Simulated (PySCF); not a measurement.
# NMR shielding calculation, with input and output: C$_{6}$H$_{8}$ClF

System: C$_{6}$H$_{8}$ClF, SMILES CC1([C@@H](Cl)CF)C=C1.
Method: GIAO PBE0/pcSseg-1 NMR shielding, non-relativistic, gas phase (PySCF 2.14.0).

The geometry comes from this level: GFN2-xTB, NEB image 0 of 0 to 8. It belongs to a series of runs on one base structure; here: NEB image 0 of 0 to 8. Figures and captions count atoms from 1; the log counts them from 0 in places.

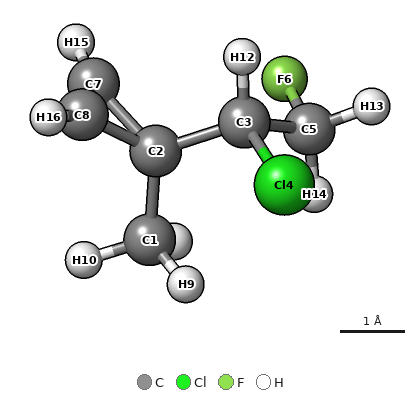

Figure 1. The input geometry (ball-and-stick view, seen at a tilt; atoms are numbered from 1 in the order of the input). Bond lengths as drawn: C–C 1.30 to 1.53 Å, C–Cl 1.80 Å, C–F 1.37 Å and C–H 1.06 to 1.09 Å.

**Input**
```
{"job": {"kind": "nmr", "xc": "PBE0", "basis": "pcSseg-1", "pop": false}, "charge": 0, "multiplicity": 1}
C     -1.024700    -1.239000     0.149400
C     -0.592800     0.210900     0.046800
C      0.835800     0.496000     0.469600
Cl     1.043000     0.190100     2.227100
C      1.882600    -0.353600    -0.243900
F      1.825600    -0.114500    -1.593500
C     -1.196300     1.106700    -1.000300
C     -1.604600     1.309800     0.217000
H     -0.733400    -1.655700     1.111900
H     -2.105600    -1.307800     0.056300
H     -0.578100    -1.837400    -0.643300
H      1.059400     1.556300     0.317100
H      2.892400    -0.092000     0.087100
H      1.704400    -1.421500    -0.094100
H     -1.207300     1.331100    -2.037400
H     -2.208100     1.829500     0.918900
```

The first line tells a small driver script what to run in PySCF; the rest is the geometry in Å.

Run as:
```bash
OMP_NUM_THREADS=1 python <driver script> task.json out
```

**Output**
```
coarse grid: 14192 points
cycle   1  E = -792.7048089759  dE =  1.100e+00  |g| = 5.335e-01  |ddm| = 3.579e+00
cycle   2  E = -792.6797579561  dE =  2.505e-02  |g| = 6.920e-01  |ddm| = 1.007e+00
cycle   3  E = -792.7617260658  dE = -8.197e-02  |g| = 7.536e-02  |ddm| = 5.834e-01
cycle   4  E = -792.7627201651  dE = -9.941e-04  |g| = 2.757e-02  |ddm| = 8.895e-02
cycle   5  E = -792.7628764877  dE = -1.563e-04  |g| = 7.034e-03  |ddm| = 3.360e-02
cycle   6  E = -792.7628870948  dE = -1.061e-05  |g| = 2.538e-03  |ddm| = 1.042e-02
cycle   7  E = -792.7628884540  dE = -1.359e-06  |g| = 5.902e-04  |ddm| = 2.943e-03
final grid: 133576 points
cycle   8  E = -792.8180062532  dE = -5.525e-05  |g| = 8.333e-03  |ddm| = 4.029e-02
cycle   9  E = -792.8180003729  dE =  5.880e-06  |g| = 9.986e-03  |ddm| = 1.817e-02
cycle  10  E = -792.8180219498  dE = -2.158e-05  |g| = 1.465e-03  |ddm| = 1.013e-02
cycle  11  E = -792.8180223222  dE = -3.724e-07  |g| = 3.098e-04  |ddm| = 1.636e-03
cycle  12  E = -792.8180223414  dE = -1.921e-08  |g| = 1.019e-04  |ddm| = 3.327e-04
cycle  13  E = -792.8180223433  dE = -1.969e-09  |g| = 4.460e-05  |ddm| = 1.114e-04
cycle  14  E = -792.8180223438  dE = -4.497e-10  |g| = 1.046e-05  |ddm| = 4.503e-05
```

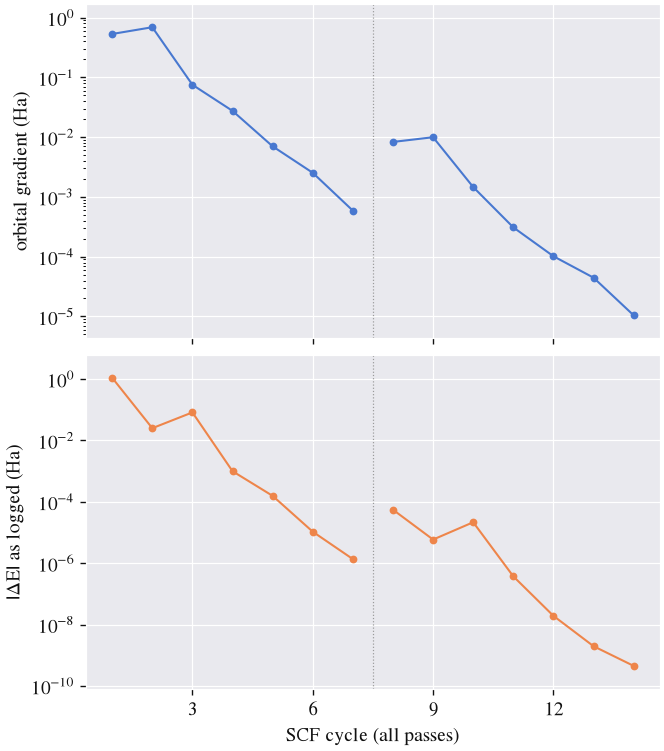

Figure 2. Convergence of the self-consistent field: orbital gradient and size of the energy change against the SCF cycle. The dotted line marks the change from a coarse to the final integration grid. The first 7 cycles use a coarse grid, the final grid takes over at cycle 8, and the field converges after 14 cycles in all.

```
converged SCF energy = -792.8180223438

GIAO shielding tensors (ppm)
atom      isotropic    diamagn.    paramagn.     s11        s22        s33       span
  0 C      166.468     244.117     -77.649    143.259    165.930    190.216     46.957
  1 C      161.853     240.702     -78.849    117.059    129.656    238.843    121.783
  2 C      110.987     244.993    -134.006     85.870    118.622    128.470     42.601
  3 Cl     850.817    1146.993    -296.176    664.195    811.163   1077.095    412.900
  4 C      100.865     239.479    -138.614     62.228     80.573    159.794     97.567
  5 F      410.024     474.324     -64.300    378.046    394.062    457.964     79.918
  6 C       54.563     253.133    -198.570    -83.908     75.660    171.938    255.847
  7 C       54.585     255.659    -201.073    -84.660     69.532    178.884    263.544
  8 H       29.567      28.644       0.922     24.535     30.177     33.988      9.454
  9 H       31.484      29.305       2.179     27.234     28.916     38.300     11.066
 10 H       30.010      29.109       0.902     25.453     28.624     35.954     10.501
 11 H       28.347      30.575      -2.228     24.222     28.462     32.356      8.134
 12 H       26.925      27.636      -0.712     21.652     28.938     30.184      8.532
 13 H       26.933      28.261      -1.328     24.092     28.105     28.601      4.509
 14 H       24.099      32.610      -8.511     21.640     24.603     26.054      4.414
 15 H       23.894      33.151      -9.257     21.111     24.925     25.647      4.536
```

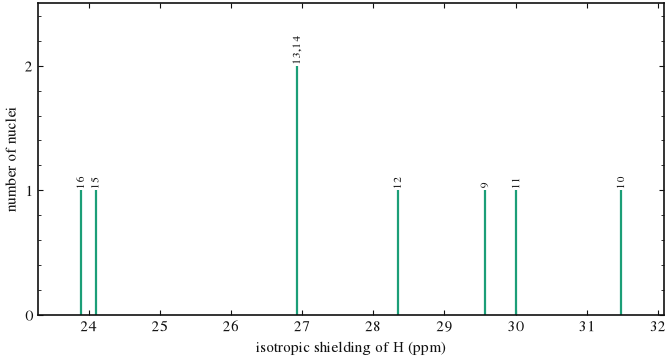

Figure 3. Isotropic shieldings of the hydrogen nuclei in this fixed geometry, labelled by atom number; shielding grows to the right, so chemical shift grows to the left. The least shielded is H16 (23.9 ppm), the most shielded H10 (31.5 ppm).

**Summary**

| quantity | value |
| --- | --- |
| outcome | converged |
| total energy | −792.818022 hartree |
| HOMO | −7.60 eV |
| LUMO | −0.36 eV |
| dipole moment | 1.10 D |
| isotropic shielding, C | 54.6 to 166.5 ppm |
| isotropic shielding, Cl | 850.8 ppm |
| isotropic shielding, F | 410.0 ppm |
| isotropic shielding, H | 23.9 to 31.5 ppm |
| hardware | 1 CPU thread, shared host |
| wall time | 18 s |
| peak memory | 0.84 GiB |
